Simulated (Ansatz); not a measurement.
## Electronic structure of Cl2Zn (SMILES [Cl][Zn][Cl]) in real space

Input

```
crystal:
  periodic: [false, false, false]
  atoms:
    - {symbol: Cl, position_ang: [-1.711760, 0.814165, -0.855790]}
    - {symbol: Zn, position_ang: [-0.003517, -0.021153, -0.004295]}
    - {symbol: Cl, position_ang: [1.704277, -0.857812, 0.846785]}
basis:
  gaussian: {orbitals: def2-TZVPP}
hamiltonian: {xc: pbe0, dispersion: d4}
output: {orbitals: {seedname: orbitals}}
```

Command:

```sh
ansatz run in.yaml --threads 4 --pin off --events-out ev --progress --plain --max-ram 10444MiB
```

Geometry: PBE0-D4/def2-TZVP.

Theory: Ansatz 0.2.0, RKS PBE0-D4/def2-TZVPP.

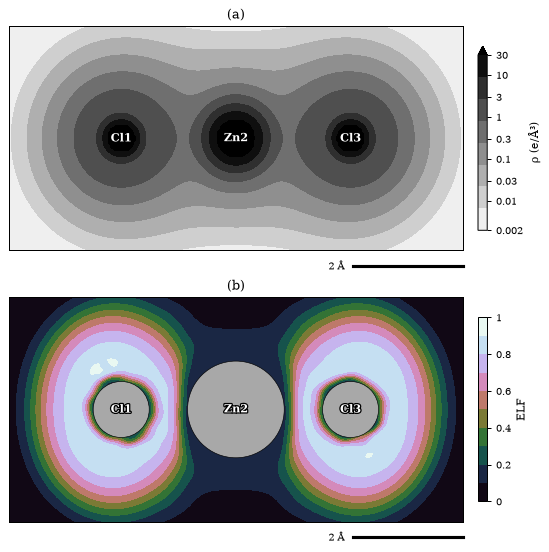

Figure 1. (a) electron density; (b) electron localisation function on a plane that holds the molecular axis. Grey discs cover the atomic cores in the ELF map.

What does the map show?

The section cuts through Cl and Zn sites. Zn–Cl (2.08 Å): ρ is about 0.77 e/Å³ halfway; the ELF peaks at about 0.80 in the valence shell of Cl, 0.8 Å from its nucleus, and is about 0.45 at the midpoint. The ELF also peaks beside Cl1 and Cl3, away from the bonds: lone-pair regions.

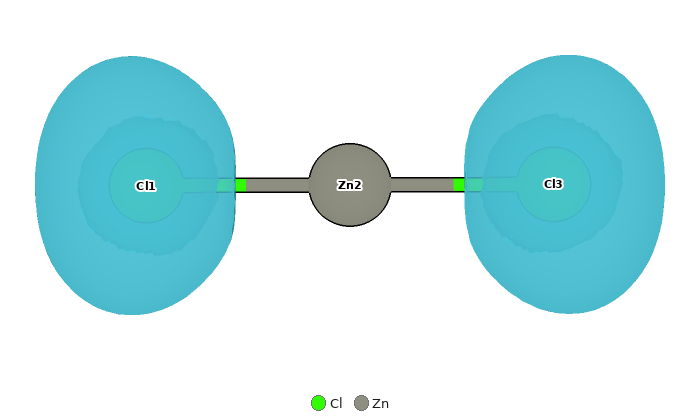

Figure 2. Isosurface of the electron localisation function at 0.75 (cyan), seen from one side. Core shells and regions of very low density are left out.

Identify the bonds, lone pairs and shells in this picture.

The ELF exceeds this value in two regions wrapped around Cl (the valence shell of each).

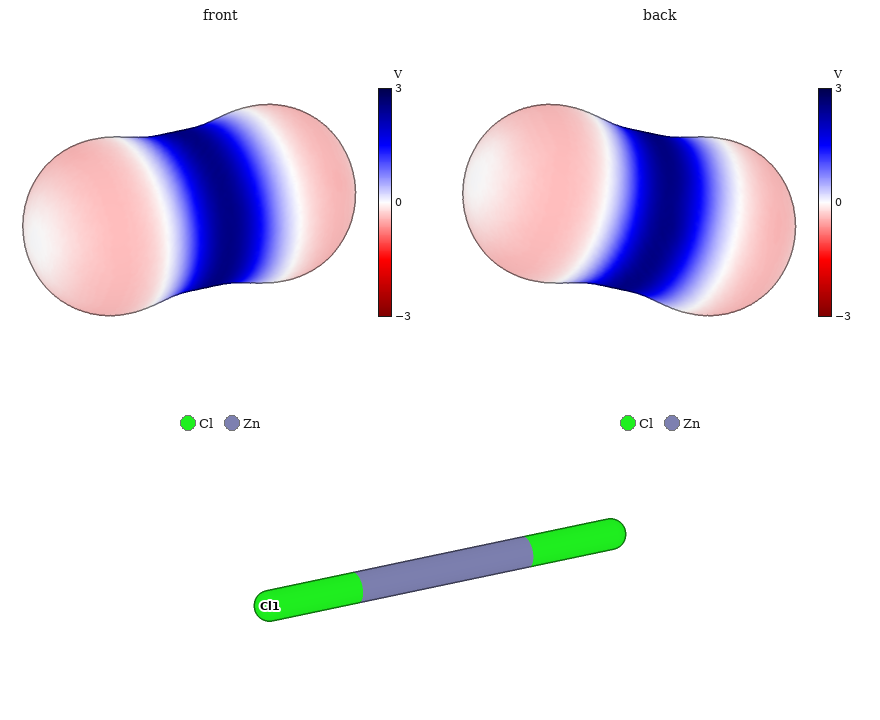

Figure 3. The molecular electrostatic potential painted on the density surface at 0.002 e/bohr³, seen from the front and from behind; red is negative and blue positive. The bare structure is drawn below in the same view.

Describe the electrostatic potential map.

The most negative region (about −0.4 V, or −9 kcal/mol for a unit charge) lies over Cl1 and Cl3, the most positive (about +2.5 V, or +58 kcal/mol for a unit charge) over Zn2.
